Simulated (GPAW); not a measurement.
# Zn K-edge XANES of ZnNi3C (Pm-3m), part 3 of 3

Aim: the dependence of the Zn K near-edge features of ZnNi3C (Pm-3m) on volume.

GPAW 26.7.0; X-ray absorption from dipole matrix elements to empty bands, plane-wave PAW LDA.

So far. Step 4 (Spectrum with XCH, Zn atom 1): The total-energy difference is 9640.67 eV. The tabulated edge of the element is 9659 eV. The functional leaves an error in such absolute values: in the free atom LDA prices this hole 19.1 eV below PBE (computed apart), and PBE is itself good to a few eV. Step 6 (Spectrum with XCH, Zn atom 1): The scaled spectrum changes by 22 % r.m.s. The highest intensity below 24 eV goes from 3.8 eV (1.92) to 4.0 eV (2.00).

### Step 8. Spectrum with XCH, Zn atom 1

Shorter bonds are expected to push antibonding states and scattering resonances up, and longer ones down; the cell is scaled to test that.

Changed against the first core-hole run: volume scale from 1 to 1.03.

Input file xas.py:

```python
import numpy as np
from ase import Atoms
from ase.parallel import parprint, paropen
from gpaw import GPAW, PW, FermiDirac, Mixer, MixerDif, setup_paths
from gpaw.test import gen
setup_paths.insert(0, '.')
gen('Zn', name='fch1s', xcname='LDA', corehole=(1, 0, 1), write_xml=True)
from gpaw.mpi import world
world.barrier()

atoms = Atoms('Zn2Ni6C2',
    cell=[[3.80354506, 0, 3.80354506],
     [0, 3.80354506, 3.80354506],
     [0, -3.80354506, 3.80354506]],
    scaled_positions=[[0, 0, 0],
     [0, 0.5, 0.5],
     [0.5, 0, 0],
     [0.5, 0.5, 0.5],
     [0.5, 0, 0.5],
     [0.5, 0.5, 0],
     [0, 0.5, 0],
     [0, 0, 0.5],
     [0.5, 0.25, 0.75],
     [0.5, 0.75, 0.25]],
    magmoms=[0.0, 0.0, 2.0, 2.0, 2.0, 2.0, 2.0, 2.0, 0.0, 0.0],
    pbc=True)
atoms.calc = calc = GPAW(legacy_gpaw=True, mode=PW(430), xc='LDA', setups={0: 'fch1s'},
    kpts={'size': (7, 7, 7), 'gamma': True}, occupations=FermiDirac(0.1),
    charge=-1, mixer=MixerDif(0.05, 8, 50), maxiter=150,
    convergence={'density': 0.0001}, txt='scf.txt')
energy = atoms.get_potential_energy() + calc.get_reference_energy()
ef = calc.get_fermi_level()
out = dict(energy=energy, fermi=ef, forces=atoms.get_forces().tolist(), magmoms=atoms.get_magnetic_moments().tolist())
parprint(f'all-electron energy {energy:.4f} eV, Fermi level {ef:.4f} eV')
ev = np.array([[calc.get_eigenvalues(k, s) for k in range(len(calc.get_ibz_k_points()))] for s in range(calc.get_number_of_spins())])
out['homo'], out['lumo'], out['counts'] = ev[ev < ef].max(), ev[ev > ef].min(), sorted(set((ev < ef).sum((0, 2)).tolist()))
out['filled'] = (ev[:, 0] < ef).sum(1).tolist()

from ase.units import Ha
from gpaw.xas import dipole_matrix_elements
nb = int(calc.get_number_of_electrons() / 2) + 99
top, nb = nb, nb + 8 + nb // 12
nscf = calc.fixed_density(kpts={'size': (7, 7, 7), 'gamma': True}, nbands=nb,
    convergence={'bands': top, 'eigenstates': 1e-5}, maxiter=60, txt='nscf.txt')
cell = atoms.cell.array
ops = [cell.T @ U.T @ np.linalg.inv(cell.T) for U in nscf.wfs.kd.symmetry.op_scc]
E = np.arange(-6, 34, 0.1)
fwhm = np.interp(E, [4, 25], [1.67, 3.5])
Y, X, zero, highest = 0, 0, 1e9, 1e9
for spin in range(nscf.get_number_of_spins()):
    wfs = nscf.wfs
    A = dipole_matrix_elements(wfs.setups[0])
    eps = np.zeros((wfs.kd.nibzkpts, nb))
    d = np.zeros((3, A.shape[1], wfs.kd.nibzkpts, nb), complex)
    for kpt in wfs.kpt_u:
        if kpt.s == spin and 0 in kpt.P_ani:
            eps[kpt.k] = kpt.eps_n * Ha
            d[:, :, kpt.k] = (kpt.weight * wfs.nspins / 2) ** 0.5 * np.inner(A, kpt.P_ani[0])
    world.sum(eps)
    world.sum(d)
    T = np.einsum('amkn,bmkn->abkn', d, d.conj()).real
    T = sum(np.einsum('ai,ijkn,bj->abkn', R, T, R) for R in ops) / len(ops)
    empty = eps > ef
    zero, highest = min(zero, eps[empty].min()), min(highest, eps[:, top - 1].min())
    lines = [(eps, T, empty)] if spin == 0 else lines + [(eps, T, empty)]
for eps, T, empty in lines:
    f = np.einsum('aakn->akn', T).reshape(3, -1)
    x = eps.ravel() - zero
    w = np.interp(x, E, fwhm) / 2.35482
    g = np.exp(-0.5 * ((E[:, None] - x) / w) ** 2) / (w * (2 * np.pi) ** 0.5)
    Y = Y + (f * empty.ravel()) @ g.T
    X = X + (f * ~empty.ravel()) @ g.T
out.update(E=E.round(2).tolist(), xas=Y.tolist(), xes=X.tolist(), zero=zero, valid=highest - zero, nk=len(eps), nb=nb)
for i in range(0, len(E), 10):
    parprint(f'{E[i]:7.2f}', *(f'{v:10.3e}' for v in Y[:, i]))
import json
with paropen('out.json', 'w') as f:
    json.dump(out, f)
```

Run with:

```
$ OMP_NUM_THREADS=1 mpirun -n 2 gpaw python xas.py
```

Numbers of over 12 decimals in the logs are rounded to 6 here.

The program printed:

```text
Input parameters:
  charge: -1
  convergence: {density: 0.0001}
  kpts: {gamma: True,
         size: (7, 7, 7)}
  maxiter: 150
  mixer: {backend: pulay,
          beta: 0.05,
          method: difference,
          nmaxold: 8,
          weight: 50}
  mode: {ecut: 430.0,
         name: pw}
  occupations: {fixmagmom: False,
                name: fermi-dirac,
                width: 0.1}
  setups: {0: fch1s}

[...]
4s:      -0.603317    -0.603615
4p:      -0.343743    -0.343956
3d:      -1.035193    -1.035651
*f:                   -0.018332
-------------------------------
all-electron energy -337851.2059 eV, Fermi level 7.9767 eV
  -6.00  6.115e-25  6.115e-25  6.115e-25
  -5.00  4.275e-20  4.275e-20  4.275e-20
  -4.00  4.350e-16  4.350e-16  4.350e-16
  -3.00  6.517e-13  6.517e-13  6.517e-13
[...]
32.00  2.594e-07  2.594e-07  2.594e-07
  33.00  3.134e-07  3.134e-07  3.134e-07
[key lines of the parts left out:]
Converged after 18 iterations.
Dipole moment: (-0.000000, 0.000000, -0.000000) |e|*Ang
Free energy:   -113.996522
Fermi level: 7.97670
```

Run time: 7.1 min. Hardware: 2 MPI ranks of Arm Neoverse V1, shared host; peak memory 0.72 GiB.

| E (eV) | first run | this run |
| --- | --- | --- |
| -2.0 | 0.00 | 0.00 |
| -1.0 | 0.01 | 0.01 |
| 0.0 | 0.09 | 0.09 |
| 1.0 | 0.24 | 0.25 |
| 2.0 | 0.63 | 0.68 |
| 3.0 | 1.51 | 1.58 |
| 4.0 | 1.87 | 1.82 |
| 5.0 | 1.20 | 1.13 |
| 6.0 | 0.64 | 0.58 |
| 7.0 | 0.33 | 0.31 |
| 8.0 | 0.35 | 0.36 |
| 9.0 | 0.48 | 0.50 |
| 10.0 | 0.59 | 0.62 |
| 11.0 | 0.70 | 0.74 |
| 12.0 | 0.90 | 1.01 |
| 13.0 | 1.25 | 1.39 |
| 14.0 | 1.61 | 1.73 |
| 15.0 | 1.82 | 1.84 |
| 16.0 | 1.74 | 1.65 |
| 17.0 | 1.45 | 1.31 |
| 18.0 | 1.15 | 1.04 |
| 19.0 | 0.96 | 0.89 |
| 20.0 | 0.83 | 0.75 |
| 21.0 | 0.68 | 0.61 |
| 22.0 | 0.57 | 0.54 |
| 23.0 | 0.54 | 0.53 |
| 24.0 | 0.53 | 0.51 |
| 25.0 | 0.50 | 0.48 |
| 26.0 | 0.46 | 0.44 |
| 27.0 | 0.44 | 0.44 |
| 28.0 | 0.45 | 0.47 |
| 29.0 | 0.48 | 0.50 |
| 30.0 | 0.51 | 0.53 |
| 31.0 | 0.55 | 0.60 |
| 32.0 | 0.63 | 0.72 |

The scaled spectrum changes by 7 % r.m.s. The highest intensity below 24 eV goes from 3.8 eV (1.92) to 3.6 eV (1.90).

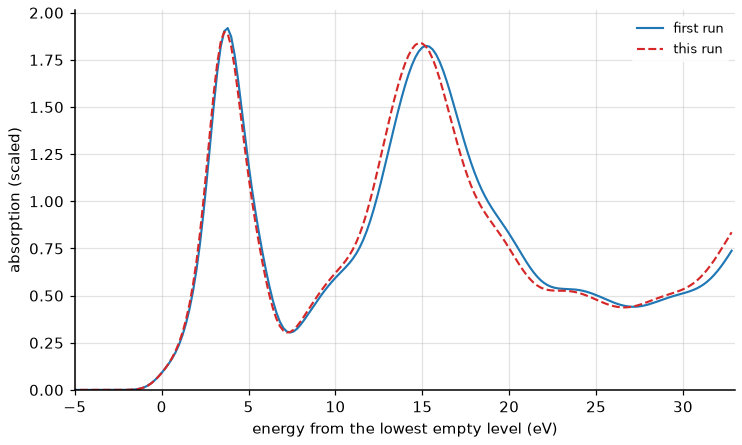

The effect of the change (volume scale from 1 to 1.03).

The photon energy of the zero moves by -0.02 eV.

### Step 9. Reference energy of the supercell

The cell and mesh change for the next run, so it gets a reference energy of its own.

The cell differs from the one that the last finished run ended in (a 5.379 → 5.431 Å, b 5.379 → 5.431 Å, c 5.379 → 5.431 Å).

Input file scf.py:

```python
import numpy as np
from ase import Atoms
from ase.parallel import parprint, paropen
from gpaw import GPAW, PW, FermiDirac, Mixer, MixerDif, setup_paths
from gpaw.test import gen
setup_paths.insert(0, '.')
gen('Zn', name='nch1s', xcname='LDA', corehole=(1, 0, 0), write_xml=True)
from gpaw.mpi import world
world.barrier()

atoms = Atoms('Zn2Ni6C2',
    cell=[[3.84011985, 0, 3.84011985],
     [0, 3.84011985, 3.84011985],
     [0, -3.84011985, 3.84011985]],
    scaled_positions=[[0, 0, 0],
     [0, 0.5, 0.5],
     [0.5, 0, 0],
     [0.5, 0.5, 0.5],
     [0.5, 0, 0.5],
     [0.5, 0.5, 0],
     [0, 0.5, 0],
     [0, 0, 0.5],
     [0.5, 0.25, 0.75],
     [0.5, 0.75, 0.25]],
    magmoms=[0.0, 0.0, 2.0, 2.0, 2.0, 2.0, 2.0, 2.0, 0.0, 0.0],
    pbc=True)
atoms.calc = calc = GPAW(legacy_gpaw=True, mode=PW(430), xc='LDA', setups={0: 'nch1s'},
    kpts={'size': (6, 6, 6), 'gamma': True}, occupations=FermiDirac(0.1),
    charge=0, mixer=MixerDif(0.05, 8, 50), maxiter=150,
    convergence={'density': 0.0001}, txt='scf.txt')
energy = atoms.get_potential_energy() + calc.get_reference_energy()
ef = calc.get_fermi_level()
out = dict(energy=energy, fermi=ef, forces=atoms.get_forces().tolist(), magmoms=atoms.get_magnetic_moments().tolist())
parprint(f'all-electron energy {energy:.4f} eV, Fermi level {ef:.4f} eV')
ev = np.array([[calc.get_eigenvalues(k, s) for k in range(len(calc.get_ibz_k_points()))] for s in range(calc.get_number_of_spins())])
out['homo'], out['lumo'], out['counts'] = ev[ev < ef].max(), ev[ev > ef].min(), sorted(set((ev < ef).sum((0, 2)).tolist()))
out['filled'] = (ev[:, 0] < ef).sum(1).tolist()
import json
with paropen('out.json', 'w') as f:
    json.dump(out, f)
```

Run with:

```
$ OMP_NUM_THREADS=1 mpirun -n 2 gpaw python scf.py
```

The program printed:

```text
Input parameters:
  convergence: {density: 0.0001}
  kpts: {gamma: True,
         size: (6, 6, 6)}
  maxiter: 150
  mixer: {backend: pulay,
          beta: 0.05,
          method: difference,
          nmaxold: 8,
          weight: 50}
  mode: {ecut: 430.0,
         name: pw}
  occupations: {fixmagmom: False,
                name: fermi-dirac,
                width: 0.1}
  setups: {0: nch1s}

Initialize ...

[...]
*s    :     0.771506
4p(0) :    -0.045217     1.008310
*p    :     0.954783
3d(10):    -0.383140     0.154691
*d    :     0.616860
--------------------------------

Diagonalizing with gridspacing h=0.050

state   all-electron     PAW
-------------------------------
4s:      -0.228494    -0.228671
4p:      -0.045217    -0.045275
3d:      -0.383140    -0.383726
*f:                    0.072913
-------------------------------
all-electron energy -347491.4758 eV, Fermi level 7.2176 eV
[key lines of the parts left out:]
Converged after 16 iterations.
Dipole moment: (-0.000000, 0.000000, -0.000000) |e|*Ang
Free energy:    -74.615502
Fermi level: 7.21763
```

It took 2.4 min on 2 MPI ranks; peak memory 0.46 GiB.

Reference energy: -347491.476 eV with the cores included.

### Step 10. Spectrum with XCH, Zn atom 1

Shorter bonds are expected to push antibonding states and scattering resonances up, and longer ones down; the cell is scaled to test that.

Changed against the first core-hole run: volume scale from 1 to 1.06; the field's mesh follows (7×7×7 to 6×6×6).

xas.py: that of step 8 with these lines changed.

```diff
@@ -11,5 +11,5 @@
 atoms = Atoms('Zn2Ni6C2',
-    cell=[[3.80354506, 0, 3.80354506],
-     [0, 3.80354506, 3.80354506],
-     [0, -3.80354506, 3.80354506]],
+    cell=[[3.84011985, 0, 3.84011985],
+     [0, 3.84011985, 3.84011985],
+     [0, -3.84011985, 3.84011985]],
     scaled_positions=[[0, 0, 0],
@@ -27,3 +27,3 @@
 atoms.calc = calc = GPAW(legacy_gpaw=True, mode=PW(430), xc='LDA', setups={0: 'fch1s'},
-    kpts={'size': (7, 7, 7), 'gamma': True}, occupations=FermiDirac(0.1),
+    kpts={'size': (6, 6, 6), 'gamma': True}, occupations=FermiDirac(0.1),
     charge=-1, mixer=MixerDif(0.05, 8, 50), maxiter=150,
@@ -40,3 +40,3 @@
 from gpaw.xas import dipole_matrix_elements
-nb = int(calc.get_number_of_electrons() / 2) + 99
+nb = int(calc.get_number_of_electrons() / 2) + 100
 top, nb = nb, nb + 8 + nb // 12
```

Run with:

```
$ OMP_NUM_THREADS=1 mpirun -n 2 gpaw python xas.py
```

The program printed:

```text
Input parameters:
  charge: -1
  convergence: {density: 0.0001}
  kpts: {gamma: True,
         size: (6, 6, 6)}
  maxiter: 150
  mixer: {backend: pulay,
          beta: 0.05,
          method: difference,
          nmaxold: 8,
          weight: 50}
  mode: {ecut: 430.0,
         name: pw}
  occupations: {fixmagmom: False,
                name: fermi-dirac,
                width: 0.1}
  setups: {0: fch1s}

[...]
4s:      -0.603317    -0.603615
4p:      -0.343743    -0.343956
3d:      -1.035193    -1.035651
*f:                   -0.018332
-------------------------------
all-electron energy -337850.8290 eV, Fermi level 7.6164 eV
  -6.00  6.344e-25  6.344e-25  6.344e-25
  -5.00  4.419e-20  4.419e-20  4.419e-20
  -4.00  4.465e-16  4.465e-16  4.465e-16
  -3.00  6.618e-13  6.618e-13  6.618e-13
[...]
32.00  2.939e-07  2.939e-07  2.939e-07
  33.00  3.459e-07  3.459e-07  3.459e-07
[key lines of the parts left out:]
Converged after 19 iterations.
Dipole moment: (-0.000000, 0.000000, -0.000000) |e|*Ang
Free energy:   -113.622090
Fermi level: 7.61635
```

Elapsed: 6.8 min, on 2 MPI ranks; peak memory 0.65 GiB.

```
E (eV)  first run  this run
  -2.0       0.00      0.00
  -1.0       0.01      0.01
   0.0       0.09      0.09
   1.0       0.24      0.26
   2.0       0.63      0.73
   3.0       1.51      1.64
   4.0       1.87      1.77
   5.0       1.20      1.07
   6.0       0.64      0.54
   7.0       0.33      0.31
   8.0       0.35      0.38
   9.0       0.48      0.53
  10.0       0.59      0.65
  11.0       0.70      0.81
  12.0       0.90      1.13
  13.0       1.25      1.54
  14.0       1.61      1.82
  15.0       1.82      1.81
  16.0       1.74      1.53
  17.0       1.45      1.18
  18.0       1.15      0.95
  19.0       0.96      0.82
  20.0       0.83      0.68
  21.0       0.68      0.56
  22.0       0.57      0.52
  23.0       0.54      0.52
  24.0       0.53      0.50
  25.0       0.50      0.46
  26.0       0.46      0.44
  27.0       0.44      0.45
  28.0       0.45      0.49
  29.0       0.48      0.52
  30.0       0.51      0.57
  31.0       0.55      0.67
  32.0       0.63      0.81
```

Against the first run the r.m.s. difference is 13 %. The highest intensity below 24 eV goes from 3.8 eV (1.92) to 3.6 eV (1.89).

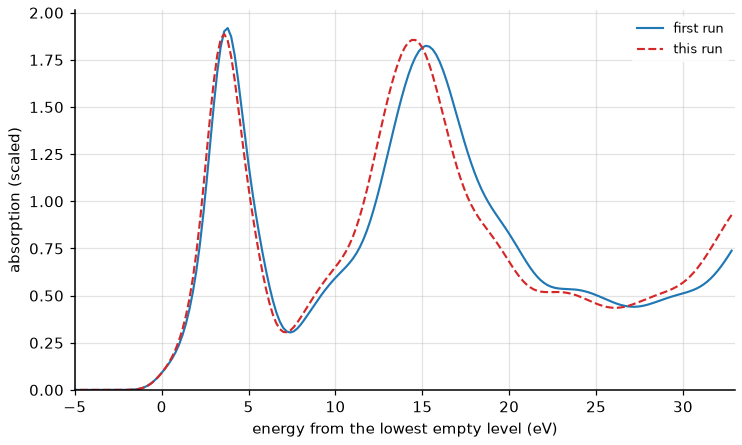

The effect of the change (volume scale from 1 to 1.06).

The photon energy of the zero moves by -0.03 eV.

### Step 11. The volumes side by side

```
volume  nearest distance (Å)  shift of the zero (eV)  maximum 1 (eV above own zero)  maximum 2 (eV above own zero)
  0.91                 2.581                   +0.09                            4.0                           16.6
     1                 2.663                   +0.00                            3.8                           15.2
  1.03                 2.690                   -0.02                            3.6                           14.8
  1.06                 2.715                   -0.03                            3.6                           14.4
```

The curves, each shifted by its zero's change so that they share one photon-energy axis, counted from the zero at V × 1:

| E (eV) | V × 0.91 | V × 1 | V × 1.03 | V × 1.06 |
| --- | --- | --- | --- | --- |
| -2.0 | 0.00 | 0.00 | 0.00 | 0.00 |
| -1.0 | 0.01 | 0.01 | 0.01 | 0.01 |
| 0.0 | 0.09 | 0.09 | 0.09 | 0.09 |
| 1.0 | 0.20 | 0.24 | 0.26 | 0.27 |
| 2.0 | 0.48 | 0.63 | 0.69 | 0.75 |
| 3.0 | 1.19 | 1.51 | 1.59 | 1.66 |
| 4.0 | 1.97 | 1.87 | 1.81 | 1.75 |
| 5.0 | 1.54 | 1.20 | 1.12 | 1.05 |
| 6.0 | 0.88 | 0.64 | 0.58 | 0.53 |
| 7.0 | 0.46 | 0.33 | 0.31 | 0.31 |
| 8.0 | 0.31 | 0.35 | 0.37 | 0.39 |
| 9.0 | 0.41 | 0.48 | 0.51 | 0.53 |
| 10.0 | 0.52 | 0.59 | 0.62 | 0.66 |
| 11.0 | 0.61 | 0.70 | 0.75 | 0.82 |
| 12.0 | 0.69 | 0.90 | 1.01 | 1.15 |
| 13.0 | 0.85 | 1.25 | 1.40 | 1.55 |
| 14.0 | 1.15 | 1.61 | 1.73 | 1.82 |
| 15.0 | 1.49 | 1.82 | 1.84 | 1.81 |
| 16.0 | 1.75 | 1.74 | 1.64 | 1.52 |
| 17.0 | 1.77 | 1.45 | 1.31 | 1.17 |
| 18.0 | 1.59 | 1.15 | 1.04 | 0.95 |
| 19.0 | 1.34 | 0.96 | 0.88 | 0.81 |
| 20.0 | 1.13 | 0.83 | 0.75 | 0.68 |
| 21.0 | 0.97 | 0.68 | 0.61 | 0.56 |
| 22.0 | 0.81 | 0.57 | 0.54 | 0.52 |
| 23.0 | 0.66 | 0.54 | 0.53 | 0.52 |
| 24.0 | 0.59 | 0.53 | 0.51 | 0.50 |
| 25.0 | 0.58 | 0.50 | 0.48 | 0.46 |
| 26.0 | 0.56 | 0.46 | 0.44 | 0.44 |
| 27.0 | 0.52 | 0.44 | 0.44 | 0.45 |
| 28.0 | 0.48 | 0.45 | 0.47 | 0.49 |
| 29.0 | 0.46 | 0.48 | 0.50 | 0.52 |
| 30.0 | 0.47 | 0.51 | 0.53 | 0.57 |
| 31.0 | 0.50 | 0.55 | 0.60 | 0.67 |
| 32.0 | 0.52 | 0.63 | 0.72 | 0.81 |

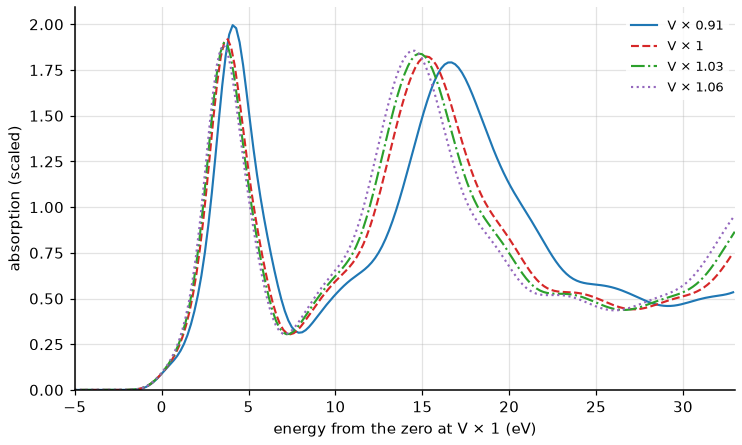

The edge at each volume, on one photon-energy scale.

### Step 12. Outcome

```json
{"absorber and edge": "Zn K, atom 1 of the ground-state input (counted from 1)", "surroundings": "12 Ni at 2.66 Å (cuboctahedral, site symmetry m-3m)", "highest intensity below 24 eV": "3.8 eV above the zero, height 1.92", "photon energy of the zero (spin-polarised hole, raw)": "9640.7 eV (LDA puts this hole about 19 eV below PBE, itself good to a few eV)"}
```

What this shows: From V × 0.91 to V × 1.06 the nearest distance grows by 0.135 Å and the zero moves by -0.11 eV. Above their own zero, the maxima move from 4.0 to 3.6 eV and from 16.6 to 14.4 eV. The one highest in energy moves most, in the direction that the rule ΔE·R² ≈ constant for scattering resonances gives. The Zn K edge of atom 1, with 12 Ni at 2.66 Å (cuboctahedral, site symmetry m-3m), has its highest intensity of the first 24 eV at 3.8 eV above the zero, near 9644 eV in photon energy (LDA puts this hole about 19 eV below PBE, itself good to a few eV), 1.9 times the mean level of the first 20 eV (Gaussian full width 1.67 eV up to 4 eV, rising linearly to 3.5 eV at 25 eV). The hole lies in one spin channel, while the script sums the empty states of both and takes the lower zero; where the two channels are split, this blurs and shifts the curve. The script folds with a Gaussian, whereas the core hole's own line is a Lorentzian, so the onset is too steep and the first peak too high. The starting moments shrank to 0.00 μB or less, so this is hardly a magnetic state. The holes are only 5.3 Å apart, so the shape is probably not converged with cell size; no larger cell was run here. Lifetime broadening is put in by hand, and intensities beyond about 20 eV depend on it and on the partial waves; weight that the partial waves miss at high energy is lost. The structure is a computed Materials Project entry and may be a hypothetical form.

[Banner, clock and machine lines of the logs are left out without a mark of their own.]

[Logs are printed without paths, hosts, clocks, repeated set-up lines and the standing remarks that a program may print on its own settings, such as how far it seeks lower states.]

[Hosts, paths, dates, database ids (printed as entryN), source tags and the programs' standing remarks are cut or masked in the printed files.]

[Lists of maxima count a maximum above −3 eV only where it reaches 4 % of the highest in the window and stands out from its surroundings by 2 % of it (1.5 % where it reaches 55 %); shoulders and weaker maxima are passed over, and of the rest the first, up to two pre-edge ones and the few strongest are named.]
